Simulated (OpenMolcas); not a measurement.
# Run report: SiH3 (charge +1), single-point calculation

- system: SiH3, charge +1
- method: SVWN5/3-21G, RKS (OpenMolcas 26.06)

The geometry is that of the parent species in another charge or spin state. The geometry comes from this level: PBE0-D4/def2-TZVP.

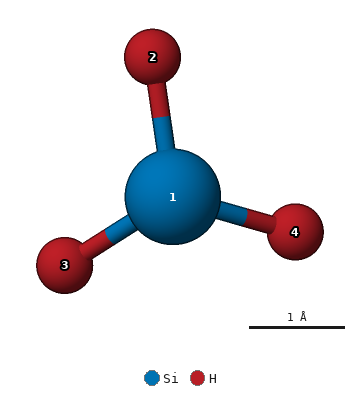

Fig. 1: The structure (ball-and-stick view, seen at a tilt; atoms are numbered from 1 in the order of the input). Bond lengths as drawn: H–Si 1.49 Å.

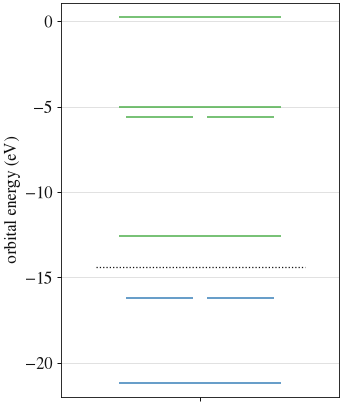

Fig. 2: Orbital energies near the frontier; the dotted line parts filled from empty levels, and levels within 0.02 eV of each other stand side by side. Highest filled −16.22 eV, lowest empty −12.55 eV, 3.67 eV apart.

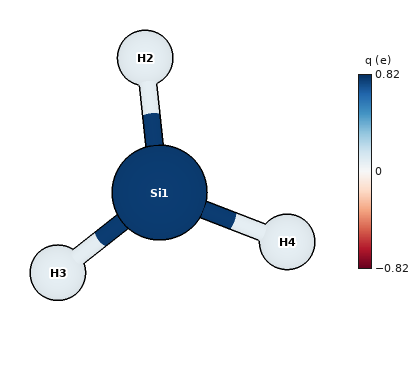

Fig. 3: Mulliken charges, as the colour of each atom (ball-and-stick view, seen on its broad side; atoms are numbered from 1 in the order of the input). By element: Si +0.78 and H +0.07 e.

The input that produced these results follows, with the program's output.

### Input
```
&GATEWAY
  BasLib
  $CurrDir
  Coord
  4
  angstrom
  Si       0.293780      -0.026900      -0.164030
  H        0.559150       0.665300       1.123900
  H       -0.224040      -1.401650       0.060130
  H       -0.628890       0.763250      -1.019990
  Basis
  3-21G
  Group
  NoSym

&SEWARD
  GridInput
  Grid=UltraFine
  End of Grid

&SCF
  Charge
  1
  KSDFT
  SVWN5
  Thresholds
  1e-10 1e-07 1e-07 1e-05
  PrOrbitals
  1 1
```

Launched with:
```bash
export MOLCAS_MEM=1860
pymolcas run.input > run.log
```

### What the program printed
```
--- Start Module: gateway ---

                                              &GATEWAY

                       available to each process: 1.9 GB of memory, 1 thread

 Basis Set     1 Label: SI.3-21G
 Basis set is read from library:.
 basistype.tbl is not found

 Basis Set     2 Label: H.3-21G
 Basis set is read from library:.
 basistype.tbl is not found

++    Symmetry information:
      ---------------------

                    Character Table for C1

                             E
                    a        1  x, y, xy, Rz, z, xz, Ry, yz, Rx, I
--

++    Basis set information:
      ----------------------

      Basis set label: SI.3-21G.........

      Electronic valence basis set:
      ------------------
      Associated Effective Charge  14.000000 au
      Associated Actual Charge     14.000000 au
      Nuclear Model: Point charge

      Shell  nPrim  nBasis  Cartesian Spherical Contaminant
         s       9       4        X
         p       6       3        X

      Basis set label: H.3-21G.........

      Electronic valence basis set:
      ------------------
      Associated Effective Charge   1.000000 au
      Associated Actual Charge      1.000000 au
      Nuclear Model: Point charge

      Shell  nPrim  nBasis  Cartesian Spherical Contaminant
         s       3       2        X
--

++    Molecular structure info:
      -------------------------

                    ************************************************
                    **** Cartesian Coordinates / bohr, angstrom ****
                    ************************************************

     Center  Label                x              y              z                     x              y              z
        1      SI1              0.555164      -0.050834      -0.309972              0.293780      -0.026900      -0.164030
        2      H2               1.056640       1.257235       2.123863              0.559150       0.665300       1.123900
        3      H3              -0.423374      -2.648735       0.113629             -0.224040      -1.401650       0.060130
        4      H4              -1.188430       1.442333      -1.927502             -0.628890       0.763250      -1.019990

                    ***************************************
                    *    InterNuclear Distances / bohr    *
                    ***************************************

               1 SI1           2 H2            3 H3            4 H4
    1 SI1      0.000000
    2 H2       2.808216        0.000000
    3 H3       2.808214        4.635524        0.000000
    4 H4       2.808215        4.635532        4.635554        0.000000

                    *******************************************
                    *    InterNuclear Distances / angstrom    *
                    *******************************************

               1 SI1           2 H2            3 H3            4 H4
    1 SI1      0.000000
    2 H2       1.486044        0.000000
    3 H3       1.486043        2.453014        0.000000
    4 H4       1.486043        2.453018        2.453030        0.000000

                    **************************************
                    *    Valence Bond Angles / degree    *
                    **************************************
                          Atom centers                 Phi
                      2 H2       1 SI1      3 H3       111.25
                      2 H2       1 SI1      4 H4       111.25
                      3 H3       1 SI1      4 H4       111.25
--

            Nuclear Potential Energy             15.60329600 au

--- Stop Module: gateway /rc=_RC_ALL_IS_WELL_ ---

--- Start Module: seward ---

                                              &SEWARD

                       available to each process: 1.9 GB of memory, 1 thread

               SEWARD will generate:
                  Multipole Moment integrals up to order  2
                  Kinetic Energy integrals
                  Nuclear Attraction integrals (point charge)
                  One-Electron Hamiltonian integrals
                  Velocity integrals
                  Orbital angular momentum around (  0.4830  -0.0442  -0.2697 )
                  Velocity quadrupole around (  0.4830  -0.0442  -0.2697 )
                  Two-Electron Repulsion integrals

                   Integrals are discarded if absolute value <: 1.00E-14
                   Integral cutoff threshold is set to       <: 1.00E-16

            Nuclear Potential Energy             15.60329600 au

      Basis set specifications :
      Symmetry species         a
      Basis functions           19

--- Stop Module: seward /rc=_RC_ALL_IS_WELL_ ---

--- Start Module: scf ---

                                                &SCF

                       available to each process: 1.9 GB of memory, 1 thread

 ###############################################################################
 ###     Minimized-density-differences option turned off!                    ###
 ###############################################################################
++    Input section:
      --------------

      Header of the integral files:

      Cartesian coordinates in angstrom:
      -----------------------------------------------------
      No.  Label        X            Y            Z
      -----------------------------------------------------
       1   SI1        0.29378000  -0.02690000  -0.16403000
       2   H2         0.55915000   0.66530000   1.12390000
       3   H3        -0.22404000  -1.40165000   0.06013000
       4   H4        -0.62889000   0.76325000  -1.01999000
      -----------------------------------------------------
      Nuclear repulsion energy =   15.60329600
--

++    Orbital specifications:
      -----------------------

      Symmetry species               1
                                     a
      Frozen orbitals                0
      Aufbau                         8
      Start temperature = 0.500
      End temperature   = 0.010
      Temperature Factor= 0.460
      Deleted orbitals               0
      Total number of orbitals      19
      Number of basis functions     19
--

      Molecular charge                           1.000

      Numerical integration parameters
      --------------------------------
      Radial quadrature type:                         MHL
      Size of radial grid:                            99
      Lebedev angular grid:                           41
      Angular grid pruned with the crowding factor:  1.00E+10
                                 and fading factor:  1.00E+01
      Screening threshold for integral computation:   1.00E-11
      Radial quadrature accuracy:                     1.00E-25
      Maximum batch size:                             128
      AO values are stored on disk
      The same grid will be used for all iterations.

      DFT functional specifications
      -----------------------------
      Using Libxc version: 6.2.2
      Please cite the following reference:
      S. Lehtola, C. Steigemann, M. J.T. Oliveira, and M. A.L. Marques.,  SoftwareX 7, 1–5 (2018) doi:10.1016/j.softx.2017.11.002

      * Slater exchange
        - P. A. M. Dirac.,  Math. Proc. Cambridge Philos. Soc. 26, 376 (1930) doi:10.1017/S0305004100016108
        - F. Bloch.,  Z. Phys. 57, 545 (1929) doi:10.1007/BF01340281
      * Vosko, Wilk & Nusair (VWN5)

++    Optimization specifications:
      ----------------------------

      SCF Algorithm: Conventional
      D(i)-D(i-1) density differences are used
      Number of density matrices in core                 5
      Maximum number of NDDO SCF iterations            400
      Maximum number of HF SCF iterations              400
      Threshold for SCF energy change             1.00E-10
      Threshold for density matrix                1.00E-07
      Threshold for Fock matrix                   1.00E-07
      Threshold for linear dependence             1.00E-09
      Threshold at which DIIS is turned on        1.50E-01
      Maximum depth in the DIIS procedure                5
      Maximum depth in the BFGS Hessian update          30
      Threshold at which QNR/C2DIIS is turned on  7.50E-02
      Threshold for Norm(delta) (QNR/C2DIIS)      1.00E-05
      All orbitals punched on: SCFORB
--

      Input vectors read from INPORB
      Orbital file label: *Guess orbitals

++ Convergence information
                                   SVWN5      iterations: Energy and convergence statistics

Iter     Tot. SVWN5      One-elec.       Two-elec.     Energy      Max Dij or  Max Fij      DNorm      TNorm      AccCon     Time
         Energy          Energy          Energy        Change      Delta Norm                                                in Sec.
   1  -286.994690806  -443.849525969   141.251539161   0.00E+00    1.82E-01*   2.77E-01*    5.57E+00   6.63E+01   None         0.
   2  -287.154668032  -445.381317418   142.623353384  -1.60E-01*   7.22E-02*   3.80E-02*    3.18E+00   6.66E+01   EDIIS        0.
   3  -287.860903938  -445.951032329   142.486832389  -7.06E-01*   1.11E-01*   2.93E-02*    2.82E+00   6.66E+01   EDIIS        0.
   4  -288.075253477  -447.297570783   143.619021304  -2.14E-01*   6.02E-02*   1.48E-02*    1.12E+00   6.68E+01   EDIIS        0.
   5  -288.135754209  -446.279934155   142.540883944  -6.05E-02*   1.79E-01*   2.88E-02*    5.31E-01   6.66E+01   EDIIS        0.
   6  -288.144705245  -447.564867834   143.816866587  -8.95E-03*   1.03E-01*   2.25E-02*    4.61E-01   6.69E+01   EDIIS        0.

       Fermi aufbau procedure completed!
      nOcc=    8

   7  -288.150059980  -446.475161698   142.721805716  -5.35E-03*   8.81E-04*   8.59E-03*    2.78E-01   6.66E+01   c2DIIS       0.
   8  -288.153180880  -446.907917445   143.151440562  -3.12E-03*   1.30E-03*   3.83E-04*    9.74E-03   6.67E+01   QNRc2DIIS    0.
   9  -288.153181143  -446.910558312   143.154081167  -2.63E-07*   5.61E-04*   2.78E-04*    3.83E-03   6.67E+01   QNRc2DIIS    0.
  10  -288.153181547  -446.907383389   143.150905840  -4.04E-07*   6.51E-05*   3.20E-05*    1.72E-03   6.67E+01   QNRc2DIIS    0.
  11  -288.153181554  -446.908290749   143.151813192  -7.44E-09*   2.62E-06    1.11E-06*    2.51E-04   6.67E+01   QNRc2DIIS    0.
  12  -288.153181554  -446.908256048   143.151778492  -1.16E-11    1.21E-07    5.17E-08     1.10E-05   6.67E+01   QNRc2DIIS    0.

       Convergence after  12 Iterations
--

 *****************************************************************************************************************************
 *                                             SCF/KS-DFT Program, Final results                                             *
 *                                                       Final Results                                                       *
 *****************************************************************************************************************************

::    Total KS-DFT energy                            -288.1531815544
      One-electron energy                            -446.9082560483
      Two-electron energy                             143.1517784919
      Nuclear repulsion energy                         15.6032960020
      Kinetic energy (interpolated)                   288.0792450249
      Virial theorem                                    1.0002566534
      Total spin, S(S+1)                                0.0000000000
      Total spin, S                                     0.0000000000
      Max non-diagonal density matrix element           0.0000000951
      Max non-diagonal Fock matrix element              0.0000000083

      All orbitals with orbital energies smaller than  E(LUMO)+0.5 are printed

++    Molecular orbitals:
      -------------------

      Title: RKS-DFT orbitals

      Molecular orbitals for symmetry species 1: a

          Orbital            1         2         3         4         5         6         7         8         9        10
          Energy          -64.9796   -5.3245   -3.7749   -3.7621   -3.7621   -0.7788   -0.5960   -0.5960   -0.4610   -0.2059
          Occ. No.          2.0000    2.0000    2.0000    2.0000    2.0000    2.0000    2.0000    2.0000    0.0000    0.0000

          Orbital           11        12        13        14        15
          Energy           -0.2059   -0.1838    0.0099    0.0240    0.0240
          Occ. No.          0.0000    0.0000    0.0000    0.0000    0.0000

--

++    Molecular charges:
      ------------------

      Mulliken charges per centre and basis function type
      ---------------------------------------------------

                SI1     H2      H3      H4
      1s       5.4410  0.9261  0.9261  0.9261
      2px      2.2235  0.0000  0.0000  0.0000
      2pz      2.6784  0.0000  0.0000  0.0000
      2py      2.8789  0.0000  0.0000  0.0000
      Total   13.2218  0.9261  0.9261  0.9261

      N-E      0.7782  0.0739  0.0739  0.0739

      Total electronic charge=   16.000000

      Total            charge=    1.000000
--

++    Molecular properties:
      ---------------------

      Charge (e):
                      =    1.0000
      Dipole Moment (debye):
      Origin of the operator (angstrom)=    0.2556   -0.0234   -0.1427
                   X=  6.1493E-01               Y= -5.6306E-02               Z= -3.4335E-01           Total=  7.0654E-01
      Center of Charge (angstrom)
                     X=    0.38360102               Y=   -0.03512444               Z=   -0.21418214
      Quadrupole Moment (debye*angstrom):
      Origin of the operator (angstrom)=    0.2556   -0.0234   -0.1427
                  XX= -9.9873E+00              XY= -1.4602E-01              XZ= -8.9036E-01              YY= -1.1569E+01
                  YZ=  8.1501E-02              ZZ= -1.1085E+01
      In traceless form (debye*angstrom)
                  XX=  1.3394E+00              XY= -2.1903E-01              XZ= -1.3355E+00              YY= -1.0325E+00
                  YZ=  1.2225E-01              ZZ= -3.0690E-01
--

--- Stop Module: scf /rc=_RC_ALL_IS_WELL_ ---
--- Module scf spent 2 seconds ---

.##################.
.# Happy landing! #.
.##################.

    Timing: Wall=3.30 User=2.43 System=0.80
```

### Key numbers

```tsv
quantity	value
outcome	converged
total energy	−288.153182 hartree
basis functions	19
HOMO	−16.22 eV
LUMO	−12.55 eV
hardware	1 thread of Intel Xeon (Sapphire Rapids), 64 GiB of memory available, shared host
wall time	3.6 s
peak memory	0.37 GiB
```
